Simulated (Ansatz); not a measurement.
# AsGeH$_{5}$···H$_{2}$: what the fields show

Input

```
crystal:
  periodic: [false, false, false]
  atoms:
    - { symbol: Ge, position_ang: [-0.286232, 0.993408, -0.154769] }
    - { symbol: H, position_ang: [-1.663909, -1.441206, 0.159046] }
    - { symbol: H, position_ang: [-0.856609, 0.543924, -1.512144] }
    - { symbol: H, position_ang: [-1.45382, 1.147681, 0.837513] }
    - { symbol: H, position_ang: [0.387439, 2.368039, -0.326646] }
    - { symbol: H, position_ang: [-1.230903, -1.861075, 0.520226] }
    - { symbol: As, position_ang: [1.271621, -0.612007, 0.7185] }
    - { symbol: H, position_ang: [2.488043, 0.234469, 0.35775] }
    - { symbol: H, position_ang: [1.34437, -1.373132, -0.599478] }
basis:
  gaussian: { orbitals: def2-SVP }
hamiltonian:
  xc: pbe0
  dispersion: d4
relax:
  f_tol: 0.03
  max_steps: 50
output:
  orbitals: {}
```

Launched as:

```sh
ansatz run input.yaml --threads 2 --pin off --max-ram 3072MiB --backend cpu --events-out ev --progress --plain --runs-dir out
```

The fields are those of the relaxed geometry.

All numbers below come from RKS PBE0-D4/def2-SVP (Ansatz).

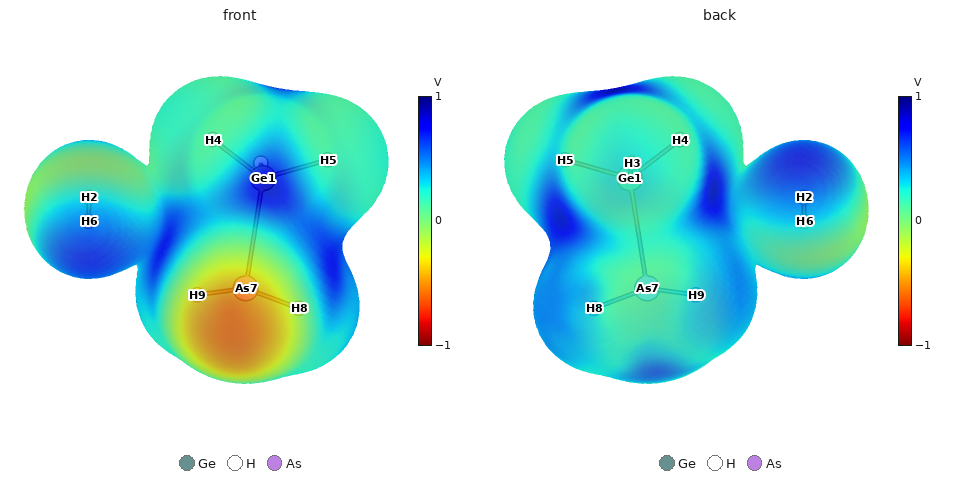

Figure 1. The molecular electrostatic potential painted on the density surface at 0.002 e/bohr³, seen from the front and from behind; red is negative and blue positive.

> Where is the surface potential most negative and most positive?

The most negative region (about −0.6 V) lies over As7, the most positive (about +0.9 V) over Ge1.

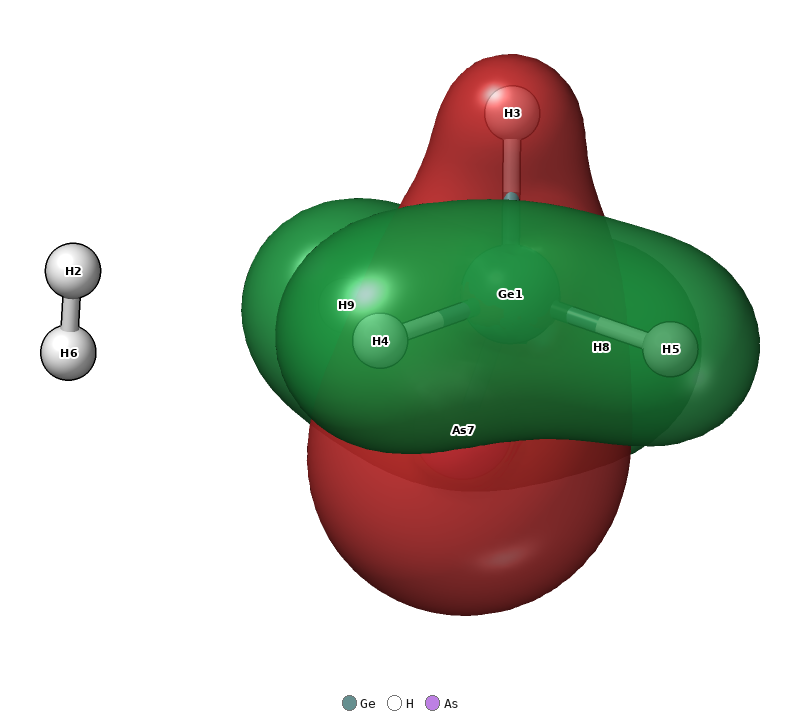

Figure 2. The HOMO−1 at ±0.08 Å⁻³ᐟ² (green and red are the two phases), seen from one side.

> What is the character of this orbital?

By Hirshfeld shares it lies mainly on As7 (about 40 %), Ge1 (about 25 %), H4 (about 10 %), H9 (about 10 %) and H8 (about 10 %). Its energy is −8.79 eV.

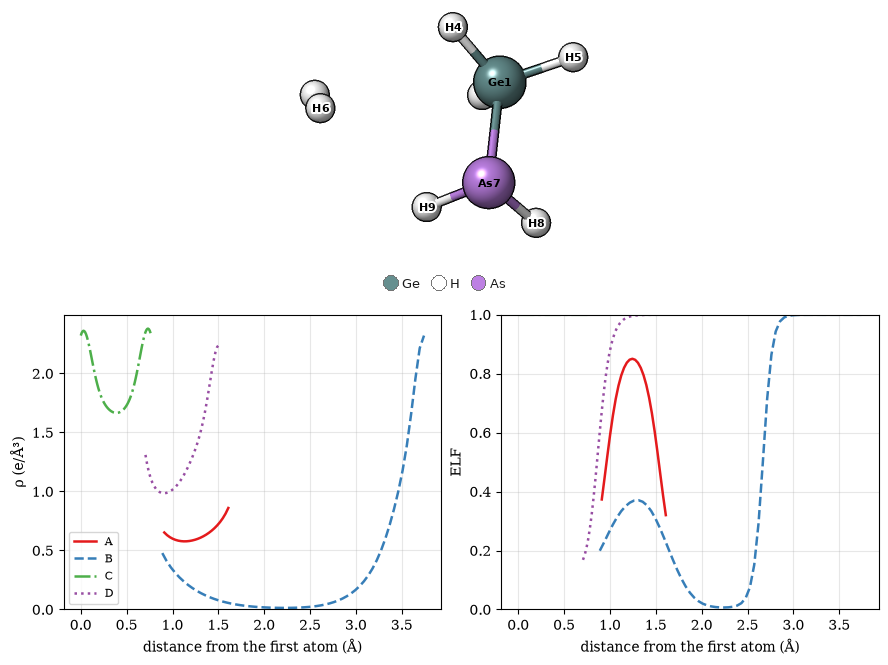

Figure 3. Electron density and electron localisation function along straight lines between neighbouring atoms. The curves leave out the atomic cores. The structure is drawn too.

> Which curve belongs to which contact (As–H, Ge–As, Ge–H and H–H)? The first atom named is at distance zero.

Curve A: Ge–As (2.43 Å): ρ at the midpoint is about 0.58 e/Å³; the ELF peaks at about 0.85 between the atoms (a shared electron pair). Curve B: Ge1···H2 (3.74 Å): the density falls to about 0.01 e/Å³ on the way; the ELF dips to about 0 between them: a weak contact between the two molecules. Curve C: H–H (0.76 Å): ρ at the midpoint is about 1.7 e/Å³; the ELF is about 1 at the midpoint. Curve D: As–H (1.53 Å): the density is about 1.1 e/Å³ at the midpoint; the ELF climbs to about 1 towards the hydrogen, as it does in any bond to H.
